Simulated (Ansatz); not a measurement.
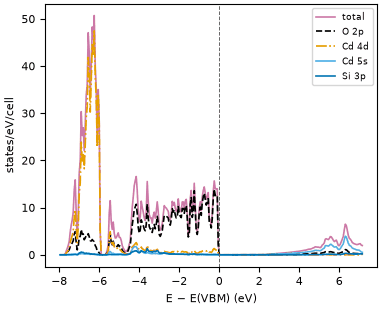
Figure. Total and projected density of states of Cd2SiO4 in space group Fddd (No. 70; Cd on 16f, Si on 8a, O on 32h), DFT-r²SCAN in the program Ansatz with PAW potentials

Problem. Which orbitals carry the states next to the gap?

Solution. Top 1 eV of the valence band: O 2p 90 %, Cd 4d 7 %. Bottom 1 eV of the conduction band: Cd 5s 59 %, O 2s 21 %, O 2p 12 %. Projections are on Löwdin-orthogonalised atomic valence shells; empty p or d shells of many metals are not among them.

Problem. Where is the tallest occupied peak in this window, and what makes it?

Solution. Near -6.2 eV, about 51 states/eV per cell; the largest projected share is Cd 4d.

The workflow started from a Materials Project entry (that database holds measured and hypothetical structures alike); the Crystallography Open Database copy checked does not list it. Whether it is the stable phase at ambient conditions was not checked. Symmetry was held in the r²SCAN relaxation; whether a distortion lowers the energy is not shown. Scalar-relativistic: spin–orbit coupling is off unless named, which matters more the heavier the elements.

Potentials: the later of the program's two PAW sets.
